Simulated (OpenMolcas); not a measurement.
**One shape, several levels: SnSiH6O (SMILES [SiH3][O][SnH3])**

Wanted: a comparison of 5 runs (HF/STO-3G, B2PLYP/def2-SVP, M06-2X/def2-SVP, PBE/def2-SVP, CCSD(T)/def2-SVP) of SnSiH6O. 

The results are computed with OpenMolcas 26.06.

### 1 Starting point

SnSiH6O: 9 atoms, total charge 0, spin state singlet. SMILES: `[SiH3][O][SnH3]`. The coordinates come from a PBE0-D4/def2-TZVP relaxation.

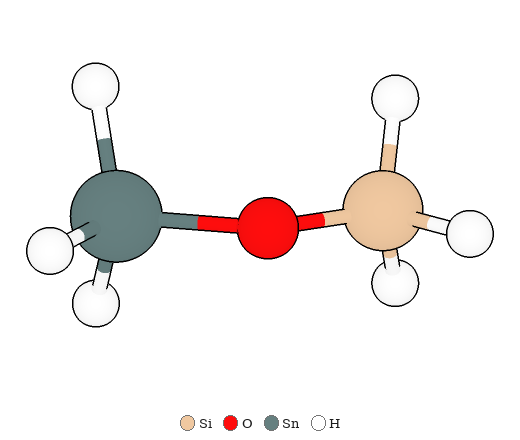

Viewed from a chosen angle; silicon light orange, oxygen red, tin teal, hydrogen white.

### 2 Energy and forces at HF/STO-3G (run 1)

File calc.inp:

```
>>> EXPORT MOLCAS_PRINT=2

&GATEWAY
 BasLib=$CurrDir
 Coord
 9
 angstrom
 Si      -0.707500       1.106300      -0.961800
 O        0.549600       0.232700      -0.411000
 Sn       0.837100      -1.145700       0.956400
 H       -1.786000       0.228100      -1.502000
 H       -0.233000       2.004100      -2.046400
 H       -1.309600       1.937400       0.121200
 H        2.493700      -1.499800       0.829900
 H       -0.166000      -2.460900       0.544700
 H        0.410100      -0.448400       2.452000
 Basis=STO-3G
 Group=NoSym

&SEWARD

&SCF
 Thresholds=1e-10 1e-07 1e-07 1e-05
 PrOrbitals=1 2

&ALASKA
```

The basis set STO-3G is read from a file made from the Basis Set Exchange's data (not shown).

Launch:

```sh
export MOLCAS_MEM=1860
pymolcas calc.inp > calc.log
```

The program printed:

```text
--- Start Module: gateway ---
[...]
--- Stop Module: gateway /rc=_RC_ALL_IS_WELL_ ---
[...]
      Basis functions           47
[...]
--- Start Module: scf ---
[...]
       Convergence after  13 Iterations
[...]
::    Total SCF energy                              -6326.2563082419
[...]
      Total spin, S                                     0.0000000000
[...]
      Total electronic charge=   78.000000
      Total            charge=   -0.000000
[...]
      Dipole Moment (debye):
      Origin of the operator (angstrom)=    0.5224   -0.6058    0.4802
                   X=  1.9499E-02               Y= -1.1075E+00               Z=  1.1606E+00           Total=  1.6044E+00
      Quadrupole Moment (debye*angstrom):
[...]
--- Stop Module: scf /rc=_RC_ALL_IS_WELL_ ---
[...]
--- Start Module: alaska ---
[...]
 *              Molecular gradients               *
 **************************************************
  Irreducible representation: a
 ------------------------------------------------------------------------------------------
                              X                       Y                       Z
 ------------------------------------------------------------------------------------------
  SI1               3.20811828527212E-02   -1.54653600899941E-02    6.88430583445765E-03
  O2               -1.78372707223131E-02    2.42341651048541E-02   -2.02906960978488E-02
  SN3               9.20660411326502E-03   -1.80006927334624E-02    1.62442638408606E-02
  H4               -2.27201800111292E-02   -2.03060297298778E-02   -1.11732647872933E-02
  H5                1.06383524391531E-02    1.88898936156328E-02   -2.30101451461957E-02
  H6               -1.22308990567963E-02    1.73256897087386E-02    2.45527118794890E-02
  H7                2.39776590050322E-02   -2.80161414187585E-03   -4.27624493927825E-03
  H8               -1.59764483291687E-02   -1.73550979409285E-02   -9.08086519126661E-03
[...]
--- Stop Module: alaska /rc=_RC_ALL_IS_WELL_ ---
[...]
```

Run time: 5.4 s. Hardware: 1 thread of Arm Neoverse N1, shared host; peak memory 0.38 GiB.

### 3 A single-point energy at B2PLYP/def2-SVP (core potential) (run 2)

File mol.inp:

```
&GATEWAY
  BasLib=$CurrDir
  Coord
  9
  angstrom
  Si      -0.707500       1.106300      -0.961800
  O        0.549600       0.232700      -0.411000
  Sn       0.837100      -1.145700       0.956400
  H       -1.786000       0.228100      -1.502000
  H       -0.233000       2.004100      -2.046400
  H       -1.309600       1.937400       0.121200
  H        2.493700      -1.499800       0.829900
  H       -0.166000      -2.460900       0.544700
  H        0.410100      -0.448400       2.452000
  Basis=def2-SVP
  Group=NoSym

&SEWARD
  GridInput
  Grid=UltraFine
  End of Grid

&SCF
  KSDFT=B2PLYP_SCF
  Thresholds=1e-10 1e-07 1e-07 1e-05
  PrOrbitals=0

&MBPT2
  Frozen=10
```

The basis set def2-SVP is read from a file made from the Basis Set Exchange's data (not shown).

Launch:

```sh
export MOLCAS_MEM=1860
pymolcas mol.inp > mol.log
```

The program printed:

```text
--- Start Module: gateway ---
[...]
--- Stop Module: gateway /rc=_RC_ALL_IS_WELL_ ---
[...]
      Basis functions           88
[...]
--- Start Module: scf ---
[...]
       Convergence after  13 Iterations
[...]
::    Total KS-DFT energy                            -581.8633501913
[...]
      Total spin, S                                     0.0000000000
[...]
      Total electronic charge=   50.000000
      Total            charge=   -0.000000
[...]
      Dipole Moment (debye):
      Origin of the operator (angstrom)=    0.5224   -0.6058    0.4802
                   X=  2.5060E-01               Y= -1.5391E+00               Z=  1.5472E+00           Total=  2.1967E+00
      Quadrupole Moment (debye*angstrom):
[...]
--- Stop Module: scf /rc=_RC_ALL_IS_WELL_ ---
[...]
--- Start Module: mbpt2 ---
[...]
 ###    WARNING: MP2 implementation intended for RHF references only         ###
 ###############################################################################
MBPT2 WARNING: Reference function according to RunFile:KS-DFT
I'll assume you know what you're doing and continue
WARNING!
Default frozen orbitals as non valence orbitals is overwritten by user input.
Default values:   3
[...]
       Reference weight ( Cref**2 )         =        0.81585
::    Total MBPT2 energy                             -582.3676009854
[...]
      Total MBPT2 calculations                           0.41      0.46
--- Stop Module: mbpt2 /rc=_RC_ALL_IS_WELL_ ---
[...]
```

Run time: 36 s. Hardware: 1 thread of Arm Neoverse N1, shared host; peak memory 0.48 GiB.

Runs 3 to 4 aren't shown in full; the table further down has their settings and results.

### 4 A single-point energy at CCSD(T)/def2-SVP (core potential) (run 5)

File calc.inp:

```
>>> EXPORT MOLCAS_PRINT=2
&gateway
baslib=$CurrDir
coord
9
bohr
Si    -1.33698123     2.09060401    -1.81753859
O      1.03859348     0.43973927    -0.77667744
Sn     1.58188974    -2.16505922     1.80733407
H     -3.37505086     0.43104653    -2.83836864
H     -0.44030619     3.78720013    -3.86713554
H     -2.47478533     3.66115539     0.22903481
H      4.71241004    -2.83421124     1.56828371
H     -0.31369454    -4.65042702     1.02933382
H      0.77497668    -0.84735319     4.63360846
basis=def2-SVP
group=NoSym
&seward
&scf
thresholds=1e-10 1e-07 1e-07 1e-05
prorbitals=1 1
&rasscf
fileorb=$Project.ScfOrb
spin=1
nactel=0 0 0
inactive=25
ras2=0
outorbitals=Canonical
orblisting=Few
&motra
jobiph
frozen=10
&ccsdt
cct
triples=2
iterations=80
accuracy=1e-08
extrapolation=5 4
```

The basis set def2-SVP is read from a file made from the Basis Set Exchange's data (not shown).

Launch:

```sh
export MOLCAS_MEM=1860
pymolcas calc.inp > calc.log
```

The program printed:

```text
--- Start Module: gateway ---
[...]
--- Stop Module: gateway /rc=_RC_ALL_IS_WELL_ ---
[...]
      Basis functions           88
[...]
       Convergence after  13 Iterations
[...]
::    Total SCF energy                               -580.5046135084
[...]
      Total spin, S                                     0.0000000000
[...]
      Number of active orbitals                  0
[...]
      Spin quantum number                      0.0
[...]
      Active orbitals                            0
[...]
      Number of CSFs                             1
[...]
      Number of root(s) required                 1
[...]
      Convergence after  4 iterations
[...]
      Natural orbitals and occupation numbers for root  1
      ************************************************************************************************************************
      *                                                    Final results                                                     *
      ************************************************************************************************************************
[...]
::    RASSCF root number  1 Total energy:   -580.50461351
[...]
      Total electronic charge=   50.000000
      Total            charge=   -0.000000
[...]
      Dipole Moment (debye):
      Origin of the operator (angstrom)=    0.5224   -0.6058    0.4802
                   X=  2.0205E-01               Y= -1.5986E+00               Z=  1.6241E+00           Total=  2.2878E+00
      Quadrupole Moment (debye*angstrom):
[...]
--- Start Module: motra ---
[...]
      *** WARNING: Default frozen orbitals is overwritten by user input.
      *** Default values:   3
[...]
--- Stop Module: motra /rc=_RC_ALL_IS_WELL_ ---
[...]
--- Start Module: ccsdt ---
[...]
      Convergence after                    16  Iterations
      Total energy (diff) :    -580.95628803      -0.00000001
[...]
 METHOD                       : CCSD+T(CCSD)+<T3(1)WT1> = CCSD(T)
[...]
       CCSD     =      -580.9562880318490
[...]
--- Stop Module: ccsdt /rc=_RC_ALL_IS_WELL_ ---
[...]
```

Run time: 2.4 min. Hardware: 1 thread of Arm Neoverse N1, shared host; peak memory 0.48 GiB.

### 5 All runs side by side

```tsv
run	level	task	frozen core orbitals	energy (Eh)	dipole moment (D) of the reference	HOMO energy (eV)	LUMO energy (eV)	wall time
1	HF/STO-3G	gradient	–	-6326.256308	1.60	-7.86	9.98	5.4 s
2	B2PLYP/def2-SVP (core potential)	energy	10	-581.999498	2.20	-9.48	0.68	36 s
3	M06-2X/def2-SVP (core potential)	gradient	–	-582.353447	2.16	-9.52	0.34	68 s
4	PBE/def2-SVP (core potential)	gradient	–	-582.220935	2.05	-6.64	-1.28	65 s
5	CCSD(T)/def2-SVP (core potential)	energy	10	-580.966484	2.29	-11.75	2.54	2.4 min
```

### 6 Summary of results

| quantity | value |
| --- | --- |
| run 5: total energy | -580.96648 Eh |
| run 5: dipole moment (mean-field density) | 2.29 D |
| run 5: HOMO energy (Hartree–Fock orbitals) | -11.75 eV |
| run 5: LUMO energy (Hartree–Fock orbitals) | 2.54 eV |
| run 5: HOMO–LUMO gap (Hartree–Fock orbitals) | 14.29 eV |
| run 5: correlation energy (10 core orbitals frozen) | -461.9 mEh |
| run 5: (T) correction | -10.20 mEh |

**Reading.** Over runs 1, 2, 3, 4 the dipole moment (its size) runs from 1.60 D (HF/STO-3G) to 2.20 D (B2PLYP/def2-SVP). The two ends differ in method and basis and core potential. A double hybrid's value is that of its SCF part. Over runs 1, 2, 3, 4 the HOMO–LUMO gap runs from 5.35 eV (PBE/def2-SVP) to 17.85 eV (HF/STO-3G). For B2PLYP the log adds the whole second-order term; the table takes 0.27 of it, as the functional is defined. Totals of different functionals can't be ranked against each other. Some runs of one species differ in core potentials or relativity; totals across that change don't compare. In run 1 the basis is minimal, so the values are rough. In run 1 relativity is left out where basis or elements ask for it. All runs together took 5.4 min, the longest 2.4 min.
